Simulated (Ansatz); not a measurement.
**One shape, several levels: SiNH5 (SMILES [SiH3]N)**

Wanted: a comparison of 6 runs (HF/STO-3G, HF/3-21G, B3LYP/6-31G*, BLYP/pcseg-1, PBE0/def2-SVP, CCSD(T)/def2-TZVP) of SiNH5. 

Program for the calculation: Ansatz 0.2.0.

8 further runs of the same task are left out: 2 that didn't finish, 6 set aside as unsound or not needed. Runs told in other sessions of the task aren't counted.

## Step 1: The structure to begin with

The species is SiNH5 (7 atoms), meant as a singlet with charge 0. SMILES: `[SiH3]N`. The coordinates come from a PBE0-D4/def2-TZVP relaxation.

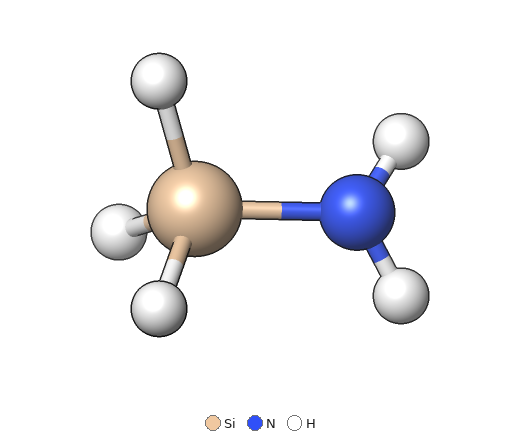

Viewed from a chosen angle; silicon light orange, nitrogen blue, hydrogen white.

## Step 2: Energy and forces at HF/STO-3G (run 1)

in.yaml reads:

```yaml
crystal:
  periodic: [false, false, false]
  atoms:
    - {symbol: Si, position_ang: [-0.413010, -0.292700, -0.422350]}
    - {symbol: N, position_ang: [0.611760, 0.348670, 0.801280]}
    - {symbol: H, position_ang: [-0.018320, -1.706330, -0.653330]}
    - {symbol: H, position_ang: [-1.813170, -0.217090, 0.068940]}
    - {symbol: H, position_ang: [-0.367930, 0.402730, -1.743970]}
    - {symbol: H, position_ang: [0.391580, 1.238230, 1.219480]}
    - {symbol: H, position_ang: [1.609100, 0.226510, 0.729930]}
basis:
  gaussian: {orbitals: STO-3G}
hamiltonian: {xc: hf}
accuracy: high
output: {forces: true, orbitals: {seedname: orbitals}}
```

Run with:

```sh
$ ansatz run in.yaml --threads 1 --pin off --max-ram 3480MiB --events-out events.jsonl --progress --plain --runs-dir runs
```

Log:

```text
Warning: RAYON_NUM_THREADS=1 ignored (pool sized by the plan → 1); use --threads N
Functional definition: HF
  name "HF"
  exchange = exact_x
  correlation = 0
338 factors; integrals over basis functions are off by at most 8.9e-9 eV
mean field evaluation 1: about -9312.2716 eV, gradient 1.4e1 eV
mean field evaluation 2: about -9312.3062 eV, gradient 1.4e1 eV
mean field evaluation 4: about -9312.9802 eV, gradient 7.1e-1 eV
mean field evaluation 8: about -9312.9829 eV, gradient 1.6e-6 eV
mean field -9312.98286304 eV, -342.2458076503 hartree, gradient 8.8e-9 eV, S^2 0.000000; 0 other end points of the search recorded, 0 dependent functions left out
the calculation of the forces begins
reference -9312.98286304 eV, -342.2458076503 hartree; 13, 13 occupied and 6, 6 virtual orbitals, 338 factors
Total energy: -9312.98286304 eV, -342.2458076503 hartree
Atom 0 at    -0.413010    -0.292700    -0.422350 Å, force    -1.284233    -0.900632    -1.332543 eV/Å
Atom 1 at     0.611760     0.348670     0.801280 Å, force    -0.398368    -0.468268    -0.024837 eV/Å
Atom 2 at    -0.018320    -1.706330    -0.653330 Å, force    -0.460513     1.602032     0.268892 eV/Å
Atom 3 at    -1.813170    -0.217090     0.068940 Å, force     1.591251    -0.100083    -0.556547 eV/Å
Atom 4 at    -0.367930     0.402730    -1.743970 Å, force     0.075751    -0.695748     1.621968 eV/Å
Atom 5 at     0.391580     1.238230     1.219480 Å, force    -0.004821     0.483140     0.109132 eV/Å
Atom 6 at     1.609100     0.226510     0.729930 Å, force     0.480934     0.079559    -0.086066 eV/Å
Dipole moment:     0.088781     0.152085    -0.093538 e Å
```

It took 0.2 s on 1 thread of Arm Neoverse V2, shared host.

## Step 3: Energy and forces at HF/3-21G (run 2)

run.yaml reads:

```yaml
crystal:
  periodic: [false, false, false]
  atoms:
    - {symbol: Si, position_ang: [-0.413010, -0.292700, -0.422350]}
    - {symbol: "N", position_ang: [0.611760, 0.348670, 0.801280]}
    - {symbol: H, position_ang: [-0.018320, -1.706330, -0.653330]}
    - {symbol: H, position_ang: [-1.813170, -0.217090, 0.068940]}
    - {symbol: H, position_ang: [-0.367930, 0.402730, -1.743970]}
    - {symbol: H, position_ang: [0.391580, 1.238230, 1.219480]}
    - {symbol: H, position_ang: [1.609100, 0.226510, 0.729930]}
basis:
  gaussian: {orbitals: 3-21G.json}
output: {forces: true, orbitals: {seedname: orbitals}}
accuracy: high
hamiltonian: {xc: hf}
magnetization: {spin_polarized: false}
```

The basis set 3-21G is read from a file made from the Basis Set Exchange's data (not shown).

Run with:

```sh
$ ansatz run run.yaml --threads 1 --pin off --max-ram 3480MiB --events-out events.jsonl --progress --plain --runs-dir runs
```

Log (excerpt; [...] marks lines left out):

```text
Warning: RAYON_NUM_THREADS=1 ignored (pool sized by the plan → 1); use --threads N
[... 2 set-up lines as earlier in the session ...]
[...]
730 factors; integrals over basis functions are off by at most 5.4e-9 eV
[...]
mean field -9372.88659078 eV, -344.4472290405 hartree, gradient 1.6e-8 eV, S^2 0.000000; 0 other end points of the search recorded, 0 dependent functions left out
[...]
reference -9372.88659078 eV, -344.4472290405 hartree; 13, 13 occupied and 19, 19 virtual orbitals, 730 factors
Total energy: -9372.88659078 eV, -344.4472290405 hartree
Atom 0 at    -0.413010    -0.292700    -0.422350 Å, force    -0.659183    -0.516325    -0.569646 eV/Å
Atom 1 at     0.611760     0.348670     0.801280 Å, force     0.973026     1.045916     0.256483 eV/Å
Atom 2 at    -0.018320    -1.706330    -0.653330 Å, force    -0.070288    -0.041742    -0.047661 eV/Å
Atom 3 at    -1.813170    -0.217090     0.068940 Å, force    -0.052273    -0.056688    -0.054960 eV/Å
Atom 4 at    -0.367930     0.402730    -1.743970 Å, force    -0.011159    -0.001201    -0.026032 eV/Å
Atom 5 at     0.391580     1.238230     1.219480 Å, force    -0.012740    -0.279313     0.189785 eV/Å
Atom 6 at     1.609100     0.226510     0.729930 Å, force    -0.167383    -0.150647     0.252030 eV/Å
Dipole moment:     0.195954     0.237915    -0.004394 e Å
```

Wall time 0.3 s (1 thread of Arm Neoverse V2, shared host).

Runs 3 to 4 aren't shown in full; the table further down has their settings and results.

## Step 4: Energy and forces at PBE0/def2-SVP (run 5)

run.yaml reads:

```yaml
crystal:
  periodic: [false, false, false]
  atoms:
    - {symbol: Si, position_ang: [-0.413010, -0.292700, -0.422350]}
    - {symbol: N, position_ang: [0.611760, 0.348670, 0.801280]}
    - {symbol: H, position_ang: [-0.018320, -1.706330, -0.653330]}
    - {symbol: H, position_ang: [-1.813170, -0.217090, 0.068940]}
    - {symbol: H, position_ang: [-0.367930, 0.402730, -1.743970]}
    - {symbol: H, position_ang: [0.391580, 1.238230, 1.219480]}
    - {symbol: H, position_ang: [1.609100, 0.226510, 0.729930]}
basis:
  gaussian:
    orbitals: def2-SVP
hamiltonian:
  xc: {name: PBE0}
accuracy: high
output:
  forces: true
  orbitals: {seedname: orbitals}
```

Run with:

```sh
$ ansatz run run.yaml --threads 1 --pin off --max-ram 3480MiB --events-out events.jsonl --progress --plain --runs-dir runs
```

Log (excerpt; [...] marks lines left out):

```text
Warning: RAYON_NUM_THREADS=1 ignored (pool sized by the plan → 1); use --threads N
Functional definition: PBE0
  name "PBE0"
[...]
1273 factors; integrals over basis functions are off by at most 3.5e-9 eV
[...]
mean field -9440.52957237 eV, -346.9330627639 hartree, gradient 2.7e-8 eV, S^2 0.000000; 0 other end points of the search recorded, 0 dependent functions left out
[...]
reference -9440.52957459 eV, -346.9330628456 hartree; 13, 13 occupied and 44, 44 virtual orbitals, 1273 factors
Total energy: -9440.52957459 eV, -346.9330628456 hartree
Atom 0 at    -0.413010    -0.292700    -0.422350 Å, force    -0.049280    -0.020179    -0.079236 eV/Å
Atom 1 at     0.611760     0.348670     0.801280 Å, force    -0.031249    -0.108473     0.144656 eV/Å
Atom 2 at    -0.018320    -1.706330    -0.653330 Å, force     0.024297    -0.154322    -0.043143 eV/Å
Atom 3 at    -1.813170    -0.217090     0.068940 Å, force    -0.158980    -0.002164     0.030542 eV/Å
Atom 4 at    -0.367930     0.402730    -1.743970 Å, force    -0.025452     0.052167    -0.171128 eV/Å
Atom 5 at     0.391580     1.238230     1.219480 Å, force    -0.057496     0.264250     0.130691 eV/Å
Atom 6 at     1.609100     0.226510     0.729930 Å, force     0.298160    -0.031279    -0.012381 eV/Å
Dipole moment:     0.200158     0.205097     0.073883 e Å
```

It took 3.3 s on 1 thread of Arm Neoverse V2, shared host.

## Step 5: Energy and gradient at CCSD(T)/def2-TZVP (run 6)

run.yaml reads:

```yaml
basis:
  gaussian: {orbitals: def2-TZVP}
crystal:
  periodic: [false, false, false]
  atoms:
    - {symbol: Si, position_ang: [-0.413010, -0.292700, -0.422350]}
    - {symbol: "N", position_ang: [0.611760, 0.348670, 0.801280]}
    - {symbol: H, position_ang: [-0.018320, -1.706330, -0.653330]}
    - {symbol: H, position_ang: [-1.813170, -0.217090, 0.068940]}
    - {symbol: H, position_ang: [-0.367930, 0.402730, -1.743970]}
    - {symbol: H, position_ang: [0.391580, 1.238230, 1.219480]}
    - {symbol: H, position_ang: [1.609100, 0.226510, 0.729930]}
correlation: {method: ccsd_t, frozen_orbitals: {H: 0, "N": 1, Si: 5}}
accuracy: high
scf: {omitted_lower_state_checks: [cluster_reference, increment]}
output: {forces: true, orbitals: {seedname: orbitals}}
```

Run with:

```sh
$ ansatz run run.yaml --threads 1 --pin off --max-ram 3480MiB --events-out events.jsonl --progress --plain --runs-dir runs
```

Log:

```text
Warning: RAYON_NUM_THREADS=1 ignored (pool sized by the plan → 1); use --threads N
[... 11 lines left out ...]
6 core orbitals not correlated: weight in the atoms' cores, before any rotation towards them, 1.000 or more for the frozen orbitals, at most 0.000 for the correlated occupied ones
[... 26 lines left out ...]
Total energy: -9434.95795964 eV, -346.7283097726 hartree
[... 7 lines left out ...]
Dipole moment:     0.188569     0.200483     0.054668 e Å
Checks for a lower state left out: cluster_reference, increment
```

Run time: 56 s. Hardware: 1 thread of Arm Neoverse V2, shared host; peak memory 0.93 GiB.

## Step 6: All runs side by side

```csv
run,level,Cartesian functions,frozen core orbitals,energy (Eh),dipole moment (D),HOMO energy (eV),LUMO energy (eV),wall time
1,HF/STO-3G,no,–,-342.245808,0.96,-8.14,13.69,0.2 s
2,HF/3-21G,no,–,-344.447229,1.48,-10.46,4.72,0.3 s
3,B3LYP/6-31G* (Cartesian functions),yes,–,-347.261490,1.44,-6.82,0.69,2.7 s
4,BLYP/pcseg-1,no,–,-347.207349,1.35,-5.74,-0.22,3.3 s
5,PBE0/def2-SVP,no,–,-346.933063,1.42,-7.19,1.02,3.3 s
6,CCSD(T)/def2-TZVP,no,6,-346.728310,1.35,-10.93,3.05,56 s
```

## Step 7: What came out

| quantity | value |
| --- | --- |
| run 6: total energy | -346.72831 Eh |
| run 6: dipole moment (correlated density) | 1.35 D |
| run 6: HOMO energy (Hartree–Fock orbitals) | -10.93 eV |
| run 6: LUMO energy (Hartree–Fock orbitals) | 3.05 eV |
| run 6: HOMO–LUMO gap (Hartree–Fock orbitals) | 13.98 eV |
| run 6: correlation energy (6 core orbitals frozen) | -380.2 mEh |
| run 6: (T) correction | -11.43 mEh |
| run 6: T1 diagnostic | 0.010 |
| run 6: largest force on an atom | 0.278 eV/Å |

The dipole moment (its size) runs from 0.96 D (HF/STO-3G) to 1.48 D (HF/3-21G). Over runs 1, 2, 3, 4, 5 the HOMO–LUMO gap runs from 5.52 eV (BLYP/pcseg-1) to 21.83 eV (HF/STO-3G). The two ends differ in method and basis. Totals of different functionals can't be ranked against each other. In run 1 the basis is minimal, so the values are rough. All runs together took 66 s, the longest 56 s.
